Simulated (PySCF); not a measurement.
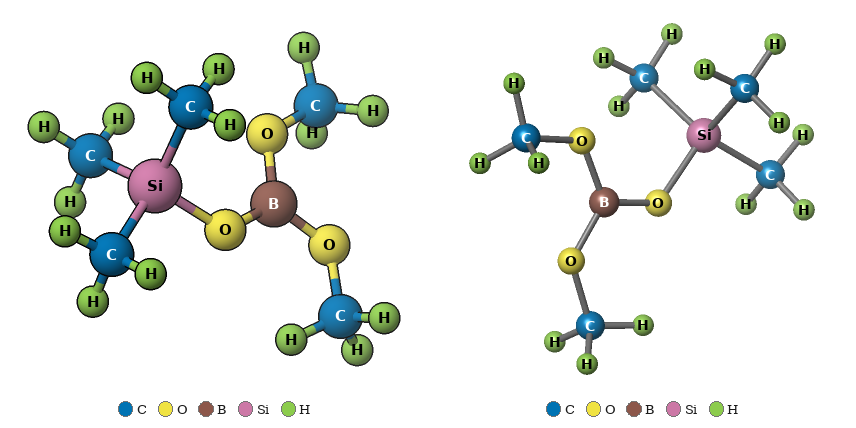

Both panels show the same species.

The computed structure is the end point of a PBE0-D3(BJ)/def2-SVP optimisation. No frequency run is at hand to confirm it as a minimum.

> Count the atoms of each element.

C₅H₁₅BO₃Si, 25 atoms: 5 carbon, 15 hydrogen, 1 boron, 3 oxygen and 1 silicon.

> Count the bonded pairs by element.

15 C–H, 3 B–O, 3 C–Si, 2 C–O, 1 O–Si.

More results for the same structure follow; atom numbers are the same in all pictures, views and colours differ.

## Symmetry

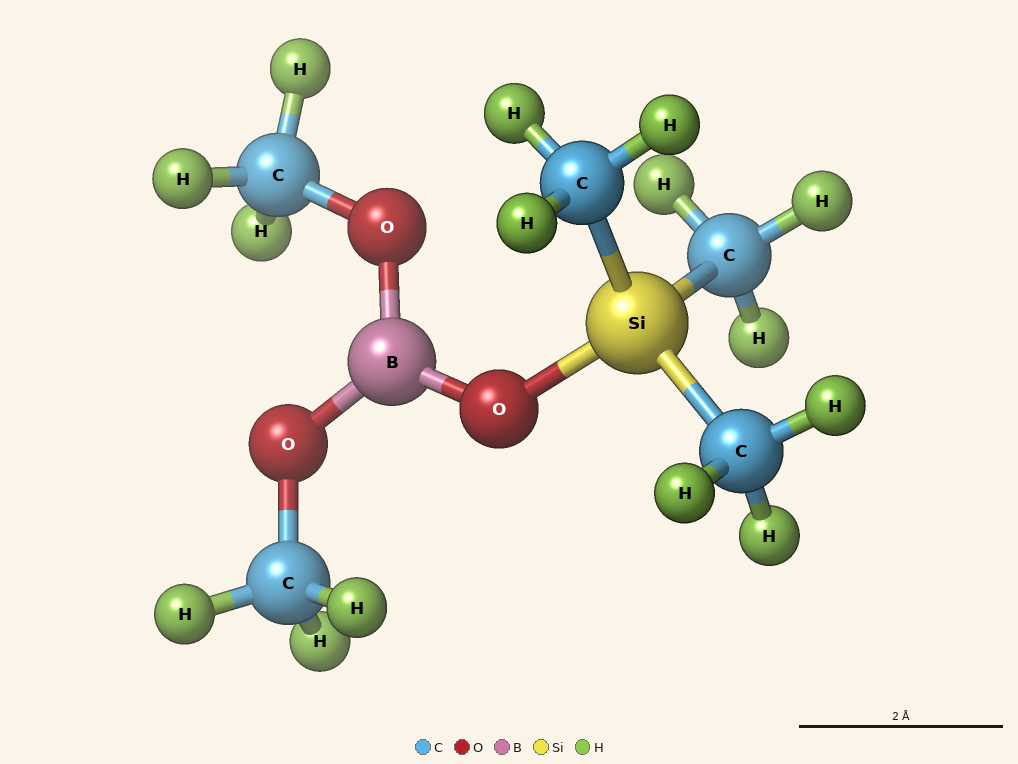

Atoms fade into the background with distance from the viewer. No frequency run is at hand to confirm it as a minimum. Masses are those of the most abundant isotopes; constants are for the rigid equilibrium geometry.

> What kind of rotor is it, and what are its rotational constants in GHz?

An asymmetric top (C1): A = 1.49, B = 0.742, C = 0.594 GHz. Ray's parameter κ is −0.67, nearer the prolate limit.

## NMR shielding

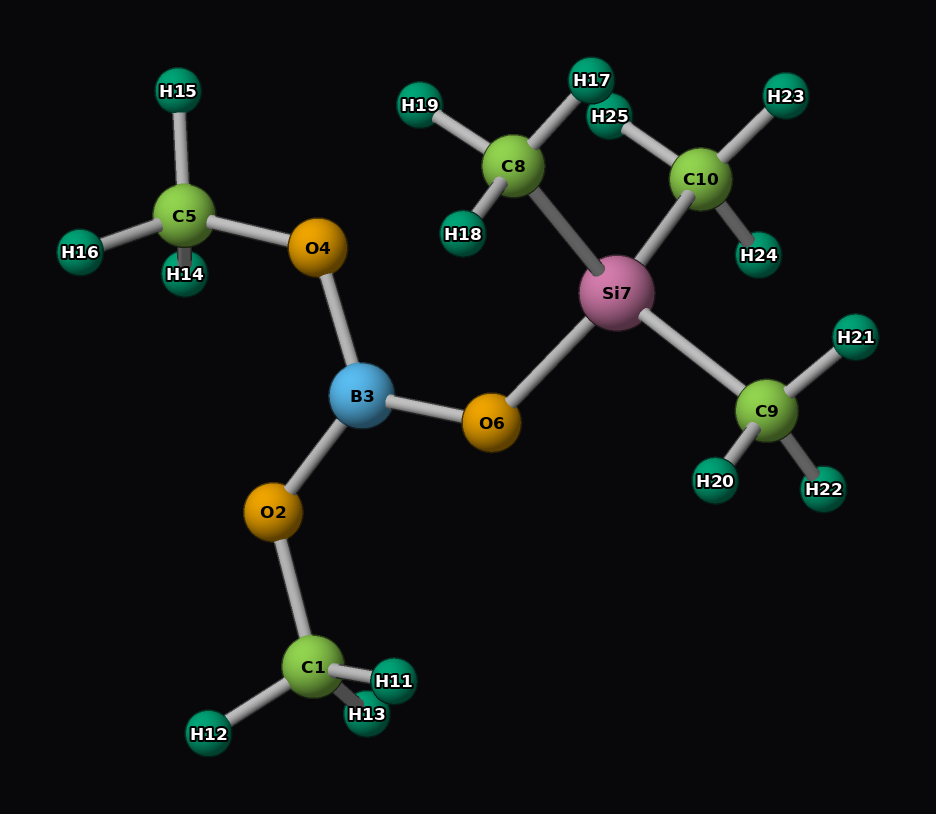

The questions are on isotropic NMR shieldings of the O atoms. No frequency run is at hand to confirm it as a minimum. Level of theory: GIAO PBE0/pcSseg-1 NMR shielding, non-relativistic, IEF-PCM chloroform (PySCF 2.14.0).

Give the isotropic NMR shieldings of the O atoms atom by atom.

| atom | σ (ppm) |
| --- | --- |
| O2 | 266.2 |
| O4 | 266.2 |
| O6 | 230.7 |

## Electronic properties

No frequency run is at hand to confirm it as a minimum. Method: PBE0/pcSseg-1, gas phase (PySCF 2.14.0).

What does the calculation give?

- dipole moment: 0.17 D
- HOMO energy (Kohn–Sham orbital): −8.04 eV
- LUMO energy (Kohn–Sham orbital): 1.22 eV
- HOMO–LUMO gap: 9.26 eV

## Quadrupole coupling

No frequency run is at hand to confirm it as a minimum. Electric field gradients from the ground-state density, PBE0/pcSseg-1 in acetone (IEF-PCM) (PySCF 2.14.0), non-relativistic apart from any core potentials.

Give the largest field-gradient component, the quadrupole coupling constant and the asymmetry for 17O at O2 (Q = −25.6 mb), 11B at B3 (Q = 40.59 mb), 17O at O4 (Q = −25.6 mb), 17O at O6 (Q = −25.6 mb), 2H at H11 (Q = 2.86 mb), 2H at H12 (Q = 2.86 mb).

```csv
atom,V_zz (a.u.),e²qQ/h (MHz),η
O2,1.618,−9.73,0.16
B3,0.268,2.56,0.03
O4,1.629,−9.80,0.24
O6,0.949,−5.71,0.10
H11,0.278,0.187,0.09
H12,0.283,0.190,0.08
```

## Charges

The questions are on Hirshfeld charges. No frequency run is at hand to confirm it as a minimum. Level of theory: PBE0/pcSseg-1, gas phase (PySCF 2.14.0).

Give the Hirshfeld charges atom by atom.

```csv
atom,value (e)
C1,−0.03
O2,−0.18
B3,0.29
O4,−0.18
C5,−0.03
O6,−0.27
Si7,0.46
C8,−0.22
C9,−0.22
C10,−0.22
H11,0.04
H12,0.04
H13,0.04
H14,0.04
H15,0.04
H16,0.04
H17,0.04
H18,0.04
H19,0.04
H20,0.04
H21,0.04
H22,0.04
H23,0.04
H24,0.04
H25,0.04
```
